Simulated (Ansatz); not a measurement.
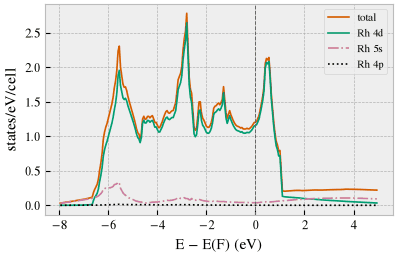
Figure: Total and projected density of states of Rh (fcc (Cu type), space group No. 225), DFT-r²SCAN+D4 in the program Ansatz with PAW potentials

Problem. Which orbitals carry the states next to the Fermi level?

Solution. Within 0.5 eV of the Fermi level: Rh 4d 96 %. Projections are on Löwdin-orthogonalised atomic valence shells; empty p or d shells of many metals are not among them.

Problem. Where is the tallest occupied peak in this window, and what makes it?

Solution. Near -2.8 eV, about 2.8 states/eV per cell; the largest projected share is Rh 4d.

Space group Fm-3m (fcc (Cu type)). The cell was relaxed with r²SCAN+D4 under the symmetry of its start. The run is not spin-polarised. The pairwise dispersion correction was not fitted to metals. Spin–orbit coupling is left out wherever it is not named.

Potentials: the later of the program's two PAW sets.
